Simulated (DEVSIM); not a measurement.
Device: Mo/SiO2/p-Si capacitor, at 300 K.

```tsv
layer (left to right)	material	thickness (nm)	Na (cm⁻³)
1	SiO2	7.30	-
2	Si	1100	2.5e17
```

Metal gate on the left, work function 4.6 eV. Fixed charge at the semiconductor interface 8e11 cm⁻² (in units of +e); no interface traps.

The device is made up for the run: typed textbook-type constants, with dimensions and the other settings drawn at random. Values at 300 K.

| parameter | SiO2 | Si |
|---|---|---|
| gap (eV) | 9 | 1.124 |
| affinity (eV) | 0.9 | 4.05 |
| permittivity | 3.9 | 11.7 |
| Nc (cm⁻³) | - | 2.86e19 |
| Nv (cm⁻³) | - | 3.1e19 |

Simulated with DEVSIM: 1D Poisson equation in equilibrium, Boltzmann statistics, complete ionisation; no quantum confinement or tunnelling. Metal contacts follow the ideal Schottky-Mott rule: no Fermi-level pinning, no interface dipoles.

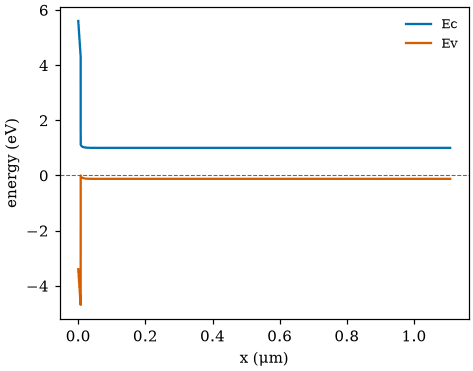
Figure: Band edges at -1.9 V on the gate

Energies count from the Fermi level of the right contact; mesh points crowd at the junctions.

```csv
x (μm),Ec (eV),Ev (eV),n (cm⁻³),p (cm⁻³),field (V/cm)
0.000,5.600,-3.400,< 1e2,< 1e2,-1800000
0.001003,5.418,-3.583,< 1e2,< 1e2,-1800000
0.002688,5.111,-3.889,< 1e2,< 1e2,-1800000
0.004847,4.718,-4.282,< 1e2,< 1e2,-1800000
0.006774,4.367,-4.633,< 1e2,< 1e2,-1800000
0.007661,1.108,-0.016,< 1e2,1.7e19,-350000
0.009135,1.073,-0.051,< 1e2,4.4e18,-160000
0.01361,1.032,-0.091,130,9.0e17,-51000
0.02134,1.011,-0.113,300,3.9e17,-15000
0.03605,1.001,-0.123,430,2.7e17,-2200
0.06497,0.999,-0.125,460,2.5e17,-62
0.1528,0.999,-0.125,460,2.5e17,≈ 0
0.2946,0.999,-0.125,460,2.5e17,≈ 0
0.5756,0.999,-0.125,460,2.5e17,≈ 0
0.8947,0.999,-0.125,460,2.5e17,≈ 0
0.9998,0.999,-0.125,460,2.5e17,≈ 0
1.053,0.999,-0.125,460,2.5e17,≈ 0
1.080,0.999,-0.125,460,2.5e17,≈ 0
1.097,0.999,-0.125,460,2.5e17,≈ 0
1.103,0.999,-0.125,460,2.5e17,≈ 0
1.106,0.999,-0.125,460,2.5e17,≈ 0
1.107,0.999,-0.125,460,2.5e17,≈ 0
```
